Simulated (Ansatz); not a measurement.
## Zn3InN: relaxing a made-up structure

This structure for Zn3InN is made up. Its elements were placed in a known structure type with a cell scaled to their sizes. What cell does the guess relax to, and how far off was it?

Main program and level: Ansatz 0.2.0; DFT, PBEsol, plane-wave PAW, files of the set soft_1, scalar-relativistic, no spin, cell and ions relaxed at zero pressure; PAW set soft_1.

### Step 1. Starting point

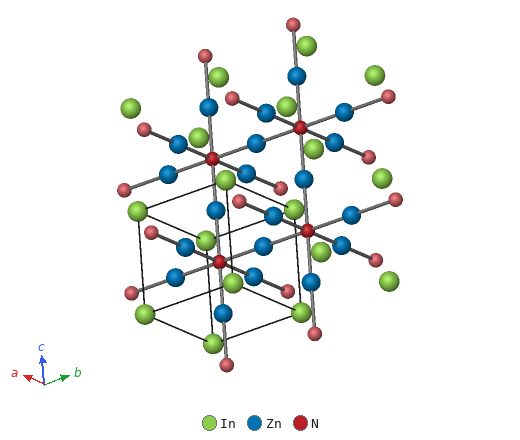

Start, viewed from a free direction; indium green, zinc blue, nitrogen red. 1×2×2 cells are drawn. Some periodic images of atoms are drawn too.

Structure file:

```
In Zn N
1.0
     4.17900    0.00000    0.00000
     0.00000    4.17900    0.00000
     0.00000    0.00000    4.17900
In Zn N
1 3 1
Direct
  0.00000 0.00000 0.00000
  0.00000 0.50000 0.50000
  0.50000 0.00000 0.50000
  0.50000 0.50000 0.00000
  0.50000 0.50000 0.50000
```

### Step 2. Relaxation of the guess

The guess takes its coordinates from another compound and its volume from a rule, so the cell and any free coordinates are relaxed together.

File input.yaml:

```yaml
crystal:
  lattice:
    - [4.179, 0.0, 0.0]
    - [0.0, 4.179, 0.0]
    - [0.0, 0.0, 4.179]
  atoms:
    - { symbol: In, position: [0.0, 0.0, 0.0] }
    - { symbol: Zn, position: [0.0, 0.5, 0.5] }
    - { symbol: Zn, position: [0.5, 0.0, 0.5] }
    - { symbol: Zn, position: [0.5, 0.5, 0.0] }
    - { symbol: "N", position: [0.5, 0.5, 0.5] }
kpoints:
  mp_grid: { grid: [7, 7, 7] }
scf:
  occupations: { method: fermi_dirac, width: 0.05 }
hamiltonian:
  xc: pbesol
  pseudopotentials: { kind: paw, azcp: { folder: soft_1 }, xc_functional: pbe }
relax:
  f_tol: 0.015
  max_steps: 70
  cell: {}
output:
  forces: true
  stress: true
```

Launch:

```
ansatz run input.yaml --threads 4 --pin off --max-ram 8192MiB --backend cpu --events-out ev --progress --plain --runs-dir out
```

Numbers of over 12 decimals in the logs are rounded to 6 here.

Log:

```text
Engine: ansatz 0.2.0, x86_64-unknown-linux-gnu
Pseudopotentials: kind: paw
Pseudopotential: In, paw, valence charge 13, recommended cutoff 420 eV (normal), soft_1/In.paw.azcp
Pseudopotential: Zn, paw, valence charge 12, recommended cutoff 420 eV (normal), soft_1/Zn.paw.azcp
Pseudopotential: N, paw, valence charge 5, recommended cutoff 420 eV (normal), soft_1/N.paw.azcp
Functional definition: PBEsol
  exchange = pbesol_x
  correlation = pbesol_c
Crystal: 5 atoms, lattice volume = 72.982 Å³
Basis set: ecut = 420 eV, 1365 PW (Γ), exchange–correlation on 60×60×60 points (8 copies of the dense FFT grid, shifted against one another)
Bands: 33, of which v1, the nominal top of the filled ones, is band 27 counted from 1 (26 counted from 0)
Symmetry: 48 space group operations
Space group: Pm-3m (ITA 221), of the structure as read, at distance tolerance 4.2e-5 Å
k-points: 20 of 343
Non-local potential: In, projectors of the file, l = 0: 2, l = 1: 2, l = 2: 2, l = 3: 1
Non-local potential: Zn, projectors of the file, l = 0: 2, l = 1: 2, l = 2: 3, l = 3: 1
Non-local potential: N, projectors of the file, l = 0: 2, l = 1: 2, l = 2: 1
PAW form: soft (Blöchl's): semilocal exchange-correlation on the pseudo side does not see the compensation charge
PAW frozen core: In, regenerated for the run's functional, and the local potential with it (the file was generated under x = pbe(κ = 0.804, μ = 0.219515), c = pbe(β = 0.066725))
PAW frozen core: Zn, regenerated for the run's functional, and the local potential with it (the file was generated under x = pbe(κ = 0.804, μ = 0.219515), c = pbe(β = 0.066725))
PAW frozen core: N, regenerated for the run's functional, and the local potential with it (the file was generated under x = pbe(κ = 0.804, μ = 0.219515), c = pbe(β = 0.066725))
PAW one-centre angular grid: In, 590 points (default); XC on 64 Gauss nodes
PAW one-centre angular grid: Zn, 590 points (default); XC on 64 Gauss nodes
PAW one-centre angular grid: N, 110 points (default); XC on 64 Gauss nodes
Initial density: superposition of atomic densities (chi_scale 0.1, normalization cell, long waves kept (reshape's long-wave potential 0.03 eV rms))
Initial wavefunctions: pseudopotential atomic-orbital guess
Functional: x = pbesol(κ = 0.804, μ = 0.123457), c = pbesol(β = 0.046)
SCF iter   1: F=—  HF=-15745.057581 eV  |F-HF|=—  |Δ(HF+E_count)|=         —  Δρ=3.08e-2  dr2=9.24e-1  ethr=3.10e-3  ⟨swp⟩=7.4  Hψ=3310  notcnv=0
preconditioner: auto → Kerker (q_TF=auto, 2.595 Å⁻¹)  [metal: Δε(μ)=0.092 eV  Ē_g=11.653 eV  σ=0.050 eV  W_gap=0.42  n_scr=18 (ndim 8)  ℏωp=31.9 eV  f_vac=0.000  D(μ)=3.17/eV (n_scr^D=26)]
SCF iter   2: F=—  HF=-15744.925605 eV  |F-HF|=—  |Δ(HF+E_count)|=   1.32e-1  Δρ=1.94e-2  dr2=3.88e-1  ethr=1.71e-3  ⟨swp⟩=2.0  Hψ=916  notcnv=0  defer=12
SCF iter   3: F=—  HF=-15744.859275 eV  |F-HF|=—  |Δ(HF+E_count)|=   6.63e-2  Δρ=1.19e-2  dr2=1.21e-1  ethr=7.19e-4  ⟨swp⟩=2.0  Hψ=1152  notcnv=0  defer=12
SCF iter   4: F=—  HF=-15744.809035 eV  |F-HF|=—  |Δ(HF+E_count)|=   5.02e-2  Δρ=2.94e-3  dr2=7.28e-3  ethr=2.24e-4  ⟨swp⟩=2.3  Hψ=1187  notcnv=0  defer=12
SCF iter   5: F=—  HF=-15744.809146 eV  |F-HF|=—  |Δ(HF+E_count)|=   1.11e-4  Δρ=1.33e-3  dr2=1.20e-3  ethr=1.35e-5  ⟨swp⟩=2.9  Hψ=1382  notcnv=0  defer=10
SCF iter   6: F=—  HF=-15744.808742 eV  |F-HF|=—  |Δ(HF+E_count)|=   4.04e-4  Δρ=2.92e-4  dr2=3.61e-5  ethr=2.23e-6  ⟨swp⟩=2.2  Hψ=1175  notcnv=0  defer=10
SCF iter   7: F=—  HF=-15744.808756 eV  |F-HF|=—  |Δ(HF+E_count)|=   1.38e-5  Δρ=1.81e-4  dr2=1.88e-5  ethr=6.69e-8  ⟨swp⟩=2.0  Hψ=1180  notcnv=0  defer=10
SCF iter   8: F=—  HF=-15744.808752 eV  |F-HF|=—  |Δ(HF+E_count)|=   4.00e-6  Δρ=3.14e-5  dr2=4.81e-7  ethr=3.48e-8  ⟨swp⟩=2.5  Hψ=1088  notcnv=0  defer=10
SCF iter   9: F=-15744.808752 eV  HF=-15744.808752 eV  |F-HF|=3.77e-9  |Δ(HF+E_count)|=   4.17e-8  Δρ=7.75e-6  dr2=3.61e-8  ethr=1.85e-10  ⟨swp⟩=4.5  Hψ=2403  notcnv=0
SCF 1 converged in 9 iterations: F = -15744.808752 eV  dr2 = 3.61e-8
  greatest PAW one-centre occupation: 0.985 electrons in one spin orbital (limit 2), on the Zn atom at site 3 (counted from 0), in its partial waves of l = 2
relax step   1: F+E_penalty+E_count = -15744.80875191 eV  Δ(F+E_penalty+E_count) = +0.000e0 eV  max|allowed force component| = 2.735e-29 eV/Å  Δτ_max = 0.0000 Å  P = +2.963 GPa  Ω = 72.982 Å³  (9 SCF iters, dr2 threshold 1.00e-7 eV, accepted)
Crystal: 5 atoms, lattice volume = 74.636 Å³
Basis set: ecut = 420 eV, 1419 PW (Γ), exchange–correlation on 60×60×60 points (8 copies of the dense FFT grid, shifted against one another)
Initial density: handed on by an earlier stage of this run
Initial wavefunctions: those handed on with the density
iter 1 solved again at ethr=9.41e-6 eV; its pass at ethr=3.10e-3 eV (dr2=5.08e-3 eV) is discarded
SCF iter   1: F=—  HF=-15744.826642 eV  |F-HF|=—  |Δ(HF+E_count)|=         —  Δρ=2.41e-3  dr2=4.86e-3  ethr=9.41e-6  ⟨swp⟩=2.0  Hψ=3590  notcnv=0
preconditioner: auto → Kerker (q_TF=auto, 2.585 Å⁻¹)  [metal: Δε(μ)=0.043 eV  Ē_g=11.798 eV  σ=0.050 eV  W_gap=0.20  n_scr=26 (ndim 8)  ℏωp=31.6 eV  f_vac=0.000  D(μ)=3.27/eV (n_scr^D=26)]
SCF iter   2: F=—  HF=-15744.825898 eV  |F-HF|=—  |Δ(HF+E_count)|=   7.44e-4  Δρ=1.15e-3  dr2=1.16e-3  ethr=8.99e-6  ⟨swp⟩=2.3  Hψ=1084  notcnv=0
SCF iter   3: F=—  HF=-15744.825721 eV  |F-HF|=—  |Δ(HF+E_count)|=   1.76e-4  Δρ=4.90e-4  dr2=2.03e-4  ethr=2.14e-6  ⟨swp⟩=2.0  Hψ=1159  notcnv=0
SCF iter   4: F=—  HF=-15744.825645 eV  |F-HF|=—  |Δ(HF+E_count)|=   7.62e-5  Δρ=2.31e-4  dr2=3.62e-5  ethr=3.76e-7  ⟨swp⟩=2.0  Hψ=1061  notcnv=0
SCF iter   5: F=—  HF=-15744.825640 eV  |F-HF|=—  |Δ(HF+E_count)|=   5.22e-6  Δρ=4.95e-5  dr2=2.23e-6  ethr=6.71e-8  ⟨swp⟩=2.0  Hψ=1052  notcnv=0
SCF iter   6: F=-15744.825639 eV  HF=-15744.825639 eV  |F-HF|=9.86e-8  |Δ(HF+E_count)|=   7.42e-7  Δρ=1.50e-5  dr2=1.94e-7  ethr=9.26e-10  ⟨swp⟩=4.8  Hψ=2407  notcnv=0
SCF 2 converged in 6 iterations: F = -15744.825639 eV  dr2 = 1.94e-7
relax step   2: F+E_penalty+E_count = -15744.82563917 eV  Δ(F+E_penalty+E_count) = -1.689e-2 eV  max|allowed force component| = 5.581e-30 eV/Å  Δτ_max = 0.0000 Å  P = +0.729 GPa  Ω = 74.636 Å³  energy of the carried Pulay correction = -1.921e-3 eV  (6 SCF iters, dr2 threshold 5.00e-7 eV, accepted)
Crystal: 5 atoms, lattice volume = 75.192 Å³
iter 1 solved again at ethr=1.34e-6 eV; its pass at ethr=3.10e-3 eV (dr2=7.25e-4 eV) is discarded
SCF iter   1: F=—  HF=-15744.826434 eV  |F-HF|=—  |Δ(HF+E_count)|=         —  Δρ=7.79e-4  dr2=5.04e-4  ethr=1.34e-6  ⟨swp⟩=2.0  Hψ=3169  notcnv=0
preconditioner: auto → Kerker (q_TF=auto, 2.582 Å⁻¹)  [metal: Δε(μ)=0.020 eV  Ē_g=11.766 eV  σ=0.050 eV  W_gap=0.10  n_scr=26 (ndim 8)  ℏωp=31.5 eV  f_vac=0.000  D(μ)=3.23/eV (n_scr^D=26)]
SCF iter   2: F=—  HF=-15744.826357 eV  |F-HF|=—  |Δ(HF+E_count)|=   7.64e-5  Δρ=3.69e-4  dr2=1.20e-4  ethr=9.33e-7  ⟨swp⟩=2.2  Hψ=1111  notcnv=0
SCF iter   3: F=—  HF=-15744.826334 eV  |F-HF|=—  |Δ(HF+E_count)|=   2.38e-5  Δρ=1.57e-4  dr2=2.21e-5  ethr=2.23e-7  ⟨swp⟩=2.0  Hψ=1170  notcnv=0
SCF iter   4: F=—  HF=-15744.826326 eV  |F-HF|=—  |Δ(HF+E_count)|=   7.04e-6  Δρ=7.58e-5  dr2=4.26e-6  ethr=4.09e-8  ⟨swp⟩=2.0  Hψ=1061  notcnv=0
iter 5 did not close the SCF: its close was put off for the readings that it lacked (scf_convergence_deferred on its scf_iter line)
SCF iter   5: F=-15744.826326 eV  HF=-15744.826326 eV  |F-HF|=1.98e-7  |Δ(HF+E_count)|=   7.16e-7  Δρ=1.55e-5  dr2=2.61e-7  ethr=7.90e-9  ⟨swp⟩=2.1  Hψ=1056  notcnv=0
SCF iter   6: F=-15744.826326 eV  HF=-15744.826326 eV  |F-HF|=9.10e-9  |Δ(HF+E_count)|=   8.63e-8  Δρ=4.88e-6  dr2=1.91e-8  ethr=4.82e-10  ⟨swp⟩=2.2  Hψ=2444  notcnv=0
SCF 3 converged in 6 iterations: F = -15744.826326 eV  dr2 = 1.91e-8
  greatest PAW one-centre occupation: 0.985 electrons in one spin orbital (limit 2), on the Zn atom at site 2 (counted from 0), in its partial waves of l = 2
relax step   3: F+E_penalty+E_count = -15744.82632569 eV  Δ(F+E_penalty+E_count) = -6.865e-4 eV  max|allowed force component| = 2.999e-29 eV/Å  Δτ_max = 0.0000 Å  P = +0.038 GPa  Ω = 75.192 Å³  energy of the carried Pulay correction = -2.558e-3 eV  (6 SCF iters, dr2 threshold 5.00e-7 eV, accepted)
Initial wavefunctions: pseudopotential atomic-orbital guess (no wavefunctions were taken with the density)
iter 1 solved again at ethr=3.51e-8 eV; its pass at ethr=3.10e-3 eV (dr2=1.89e-5 eV) is discarded
SCF iter   1: F=—  HF=-15744.829028 eV  |F-HF|=—  |Δ(HF+E_count)|=         —  Δρ=3.68e-4  dr2=5.36e-6  ethr=3.51e-8  ⟨swp⟩=3.5  Hψ=5328  notcnv=0
preconditioner: auto → Kerker (q_TF=auto, 2.582 Å⁻¹)  [metal: Δε(μ)=0.039 eV  Ē_g=11.743 eV  σ=0.050 eV  W_gap=0.19  n_scr=26 (ndim 8)  ℏωp=31.5 eV  f_vac=0.000  D(μ)=3.21/eV (n_scr^D=26)]
SCF iter   2: F=—  HF=-15744.829049 eV  |F-HF|=—  |Δ(HF+E_count)|=   2.13e-5  Δρ=2.38e-4  dr2=9.16e-6  ethr=9.93e-9  ⟨swp⟩=2.0  Hψ=1079  notcnv=0
SCF iter   3: F=—  HF=-15744.829055 eV  |F-HF|=—  |Δ(HF+E_count)|=   5.62e-6  Δρ=5.86e-5  dr2=2.40e-7  ethr=9.93e-9  ⟨swp⟩=2.0  Hψ=1001  notcnv=0
SCF iter   4: F=—  HF=-15744.829056 eV  |F-HF|=—  |Δ(HF+E_count)|=   1.05e-6  Δρ=1.02e-5  dr2=1.64e-8  ethr=4.44e-10  ⟨swp⟩=2.0  Hψ=1191  notcnv=0
SCF iter   5: F=—  HF=-15744.829056 eV  |F-HF|=—  |Δ(HF+E_count)|=   9.73e-8  Δρ=3.70e-6  dr2=3.33e-9  ethr=3.04e-11  ⟨swp⟩=2.0  Hψ=1204  notcnv=0
SCF iter   6: F=—  HF=-15744.829056 eV  |F-HF|=—  |Δ(HF+E_count)|=   2.92e-9  Δρ=4.51e-7  dr2=1.12e-10  ethr=6.17e-12  ⟨swp⟩=2.0  Hψ=1162  notcnv=0
SCF iter   7: F=-15744.829056 eV  HF=-15744.829056 eV  |F-HF|=1.09e-11  |Δ(HF+E_count)|=  3.64e-11  Δρ=1.32e-7  dr2=1.94e-11  ethr=1.00e-12  ⟨swp⟩=4.4  Hψ=2382  notcnv=0
SCF 4 converged in 7 iterations: F = -15744.829056 eV  dr2 = 1.94e-11
relax step   4: F+E_penalty+E_count = -15744.82905607 eV  Δ(F+E_penalty+E_count) = -2.730e-3 eV  max|allowed force component| = 3.221e-29 eV/Å  Δτ_max = 0.0000 Å  P = +0.060 GPa  Ω = 75.192 Å³  stress off target by 6.00e-2 GPa  SCF on the basis re-selected at this cell (its energy is not comparable with the rows above)  (7 SCF iters)
basis re-selected at this cell: Δ(F+E_penalty+E_count) = -2.730e-3 eV, ΔP = +0.022 GPa vs the last step (what re-selecting the basis moved, of the pressure what is left beyond the Pulay correction that the steps carried, after the strain that the cell walked since its last selection, with what the two solves' SCF thresholds leave and, on support functions, any second-order correction that the steps lacked; it is no m [...]
Crystal: 5 atoms, lattice volume = 75.240 Å³
iter 1 solved again at ethr=8.75e-9 eV; its pass at ethr=3.10e-3 eV (dr2=4.72e-6 eV) is discarded
SCF iter   1: F=—  HF=-15744.829019 eV  |F-HF|=—  |Δ(HF+E_count)|=         —  Δρ=6.64e-5  dr2=3.70e-6  ethr=8.75e-9  ⟨swp⟩=2.0  Hψ=3118  notcnv=0
preconditioner: auto → Kerker (q_TF=auto, 2.582 Å⁻¹)  [metal: Δε(μ)=0.038 eV  Ē_g=11.740 eV  σ=0.050 eV  W_gap=0.18  n_scr=26 (ndim 8)  ℏωp=31.5 eV  f_vac=0.000  D(μ)=3.21/eV (n_scr^D=26)]
SCF iter   2: F=—  HF=-15744.829010 eV  |F-HF|=—  |Δ(HF+E_count)|=   8.52e-6  Δρ=3.19e-5  dr2=8.95e-7  ethr=6.85e-9  ⟨swp⟩=2.5  Hψ=1161  notcnv=0
SCF iter   3: F=—  HF=-15744.829010 eV  |F-HF|=—  |Δ(HF+E_count)|=   1.37e-7  Δρ=1.36e-5  dr2=1.61e-7  ethr=1.66e-9  ⟨swp⟩=2.1  Hψ=1178  notcnv=0
SCF iter   4: F=—  HF=-15744.829010 eV  |F-HF|=—  |Δ(HF+E_count)|=   5.29e-8  Δρ=6.48e-6  dr2=2.99e-8  ethr=2.99e-10  ⟨swp⟩=2.0  Hψ=1060  notcnv=0
iter 5 did not close the SCF: its close was put off for the readings that it lacked (scf_convergence_deferred on its scf_iter line)
SCF iter   5: F=-15744.829010 eV  HF=-15744.829010 eV  |F-HF|=1.35e-9  |Δ(HF+E_count)|=   4.83e-9  Δρ=1.37e-6  dr2=1.83e-9  ethr=5.54e-11  ⟨swp⟩=2.5  Hψ=1063  notcnv=0
SCF iter   6: F=-15744.829010 eV  HF=-15744.829010 eV  |F-HF|=7.28e-11  |Δ(HF+E_count)|=  6.29e-10  Δρ=4.18e-7  dr2=1.49e-10  ethr=3.39e-12  ⟨swp⟩=2.0  Hψ=2408  notcnv=0
SCF 5 converged in 6 iterations: F = -15744.829010 eV  dr2 = 1.49e-10
relax step   5: F+E_penalty+E_count = -15744.82900987 eV  Δ(F+E_penalty+E_count) = +4.620e-5 eV  max|allowed force component| = 9.036e-30 eV/Å  Δτ_max = 0.0000 Å  P = +0.001 GPa  Ω = 75.240 Å³  energy of the carried Pulay correction = -5.547e-5 eV  (6 SCF iters, dr2 threshold 8.99e-9 eV, accepted)
iter 1 solved again at ethr=1.88e-8 eV; its pass at ethr=3.10e-3 eV (dr2=1.01e-5 eV) is discarded
SCF iter   1: F=—  HF=-15744.829079 eV  |F-HF|=—  |Δ(HF+E_count)|=         —  Δρ=3.82e-6  dr2=3.32e-9  ethr=1.88e-8  ⟨swp⟩=3.6  Hψ=5349  notcnv=0
SCF iter   2: F=—  HF=-15744.829068 eV  |F-HF|=—  |Δ(HF+E_count)|=   1.12e-5  Δρ=3.01e-6  dr2=3.16e-9  ethr=6.15e-12  ⟨swp⟩=3.0  Hψ=1417  notcnv=0
SCF iter   3: F=—  HF=-15744.829068 eV  |F-HF|=—  |Δ(HF+E_count)|=  8.91e-11  Δρ=9.02e-7  dr2=1.92e-10  ethr=5.86e-12  ⟨swp⟩=2.0  Hψ=1013  notcnv=0
SCF iter   4: F=—  HF=-15744.829068 eV  |F-HF|=—  |Δ(HF+E_count)|=  3.17e-10  Δρ=3.42e-7  dr2=7.19e-11  ethr=1.00e-12  ⟨swp⟩=2.0  Hψ=1072  notcnv=0
iter 5 did not close the SCF: its close was put off for the readings that it lacked (scf_convergence_deferred on its scf_iter line)
SCF iter   5: F=-15744.829068 eV  HF=-15744.829068 eV  |F-HF|=7.28e-12  |Δ(HF+E_count)|=  1.27e-11  Δρ=1.60e-7  dr2=9.09e-12  ethr=1.00e-12  ⟨swp⟩=2.1  Hψ=933  notcnv=0
SCF iter   6: F=-15744.829068 eV  HF=-15744.829068 eV  |F-HF|=5.46e-12  |Δ(HF+E_count)|=  9.09e-12  Δρ=3.07e-8  dr2=1.02e-12  ethr=1.00e-12  ⟨swp⟩=3.0  Hψ=2387  notcnv=0
SCF 6 converged in 6 iterations: F = -15744.829068 eV  dr2 = 1.02e-12
  greatest PAW one-centre occupation: 0.985 electrons in one spin orbital (limit 2), on the Zn atom at site 1 (counted from 0), in its partial waves of l = 2
relax step   6: F+E_penalty+E_count = -15744.82906819 eV  Δ(F+E_penalty+E_count) = -5.832e-5 eV  max|allowed force component| = 3.905e-30 eV/Å  Δτ_max = 0.0000 Å  P = +0.001 GPa  Ω = 75.240 Å³  stress off target by 1.32e-3 GPa  SCF on the basis re-selected at this cell (its energy is not comparable with the rows above)  (6 SCF iters)
basis re-selected at this cell: Δ(F+E_penalty+E_count) = -5.832e-5 eV, ΔP = +0.000 GPa vs the last step (what re-selecting the basis moved, of the pressure what is left beyond the Pulay correction that the steps carried, after the strain that the cell walked since its last selection, with what the two solves' SCF thresholds leave and, on support functions, any second-order correction that the steps lacked; it is no m [...]
SCF converged after 6 iterations
Free energy (F): -15744.829068 eV
Harris-Foulkes:  -15744.829068 eV  (|F-HF|=5.46e-12)
Internal energy: -15744.804863 eV  (E = F + TS)
E sigma→0 (E₀):  -15744.816966 eV
Entropy (-TS):   -0.024205 eV (-4.841 meV/atom)
Fermi energy:    11.285807 eV
--- Per-component energies (eV) ---
  E_band       = 157.645692
  E_kinetic    = 784.734533
  E_local      = -6483.472072  (includes V_loc(G=0)·N_el)
  E_nonlocal   = 2827.853960
  E_hartree    = 2448.763336
  E_xc         = -433.965139
  E_vxc        = -318.707372  (∫ρ·V_xc dr)
  E_paw        = -9837.329444  (= ΣΔE_a)
  E_vpaw       = -1550.289937  (= ΣTr[D̂ρ^β])
  E_aug_tail   = -0.000096  (compensation charges beyond the density's cutoff)
  E_ewald      = -5054.046011
  E_core_change = 2.656070  (= ΣΔE_core)
  E_smearing   = -0.024205  (= −TS)
  E_closure    = -0.000000  (closes the sum)
  Σ components = -15744.829068   (vs F -15744.829068, Δ=0.00e0)
--- Forces (eV/Å), atoms counted from 1 ---
  atom   1  In     0.00000000     0.00000000     0.00000000
  atom   2  Zn     0.00000000     0.00000000     0.00000000
  atom   3  Zn    -0.00000000     0.00000000     0.00000000
  atom   4  Zn     0.00000000     0.00000000     0.00000000
  atom   5  N      0.00000000     0.00000000     0.00000000
  max |Σ_I F_I| component: 6.77e-30 eV/Å
--- Stress (GPa, compression-positive) ---
        0.001316      -0.000000      -0.000000
       -0.000000       0.001316       0.000000
        0.000000       0.000000       0.001316
  P = ⅓ Tr σ = 0.0013 GPa (0.013 kbar)
--- Relaxed structure (4 steps of the walk, 4 accepted, 2 SCFs on fresh bases) ---
  F+E_penalty+E_count = -15744.82906819 eV   max|allowed force component| = 3.905e-30 eV/Å   (the final SCF, on the basis selected at the relaxed cell)
  cell:  # Å, volume = 75.2404 Å³
    - [4.221665, 0, 0]
    - [0, 4.221665, 0.0]
    - [0, 0.0, 4.221665]
  atoms:
    - { symbol: In, position: [0, 0, 0] }
    - { symbol: Zn, position: [0, 0.5, 0.5] }
    - { symbol: Zn, position: [0.5, 0, 0.5] }
    - { symbol: Zn, position: [0.5, 0.5, 0] }
    - { symbol: N, position: [0.5, 0.5, 0.5] }
```

The job ended after 4.1 s (4 threads of AMD EPYC 9R14 (Zen 4), shared host; peak memory 0.49 GiB; 13 s of CPU time).

Relaxation path:

| step | energy less that of the first step (eV) | largest force component (eV/Å) | pressure (GPa) | volume (Å³) |
| --- | --- | --- | --- | --- |
| 1 | 0.0000 | 0.0000 | 2.96 | 72.98 |
| 2 | -0.0169 | 0.0000 | 0.73 | 74.64 |
| 3 | -0.0176 | 0.0000 | 0.04 | 75.19 |
| 4* | -0.0203 | 0.0000 | 0.06 | 75.19 |
| 5 | -0.0203 | 0.0000 | 0.00 | 75.24 |
| 6* | -0.0203 | 0.0000 | 0.00 | 75.24 |

Relaxation steps marked * repeat the geometry before them on a plane-wave basis chosen anew for their cell, so energy and pressure can jump there.

The run keeps the 48 symmetry operations that it works with, so distortions that break them were not tested.

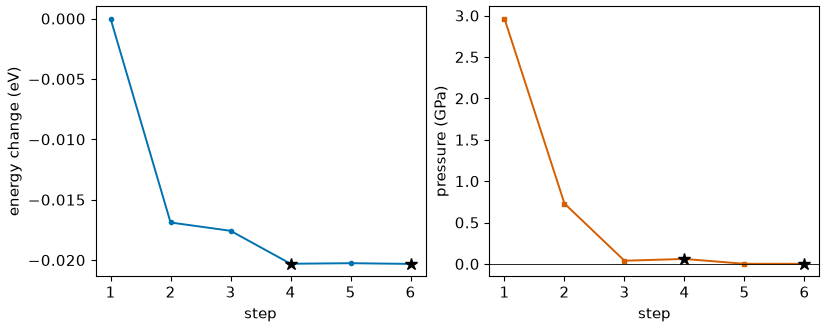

Energy and pressure along the relaxation. Stars mark steps on a basis chosen anew.

| conventional cell, symmetrised | before | after | change |
| --- | --- | --- | --- |
| a (Å) | 4.179 | 4.222 | +1.0 % |
| b (Å) | 4.179 | 4.222 | +1.0 % |
| c (Å) | 4.179 | 4.222 | +1.0 % |
| volume (Å³/atom) | 14.60 | 15.05 | +3.1 % |

Final coordinates:

```cif
data_structure
_symmetry_space_group_name_H-M 'P 1'
_symmetry_Int_Tables_number 1
_cell_length_a 4.2217
_cell_length_b 4.2217
_cell_length_c 4.2217
_cell_angle_alpha 90.000
_cell_angle_beta 90.000
_cell_angle_gamma 90.000
_cell_volume 75.24
loop_
_atom_site_label
_atom_site_type_symbol
_atom_site_fract_x
_atom_site_fract_y
_atom_site_fract_z
_atom_site_occupancy
In1 In 0.00000 0.00000 0.00000 1
Zn2 Zn 0.00000 0.50000 0.50000 1
Zn3 Zn 0.50000 0.00000 0.50000 1
Zn4 Zn 0.50000 0.50000 0.00000 1
N5 N 0.50000 0.50000 0.50000 1
```

Numbers from this step:

```
free energy             : -15744.8291 eV
energy at zero smearing : -15744.8170 eV
smearing term TS        : 0.02420 eV
Fermi energy            : 11.29 eV
electrons               : 54
symmetry operations     : 48
pressure                : 0.001316 GPa
```

The shortest distance of each pair, which need not be the same contact before and after:

| pair | guess (Å) | relaxed (Å) |
| --- | --- | --- |
| N–Zn | 2.090 | 2.111 |
| In–Zn | 2.955 | 2.985 |
| Zn–Zn | 2.955 | 2.985 |
| In–N | 3.619 | 3.656 |
| In–In | 4.179 | 4.222 |

The relaxation ends with a pressure of 0.00 GPa.

### Step 3. Outcome

| Property | Result |
| --- | --- |
| space group, relaxed | Pm-3m |
| conventional cell | a = 4.222, b = 4.222, c = 4.222 Å; α = 90.0°, β = 90.0°, γ = 90.0° |
| volume per atom | 15.05 Å³ (guess 14.60) |

In words: Zn3InN relaxes to Pm-3m with a = 4.222, b = 4.222 and c = 4.222 Å. The guessed volume was 3 % too small. The space group Pm-3m was held in the relaxation, so the end point is a stationary structure within it and may be a saddle against distortions or other arrangements. Mesh and cutoff weren't tested. No dispersion term is used, so weakly bound directions may come out too long. Nothing here tests whether the compound is stable against decomposition.

[Logs are printed without paths, hosts, clocks, repeated set-up lines and the standing remarks that a program may print on its own settings, such as how far it seeks lower states.]

[Hosts, paths, dates, database ids (printed as entryN), source tags and the programs' standing remarks are cut or masked in the printed files.]
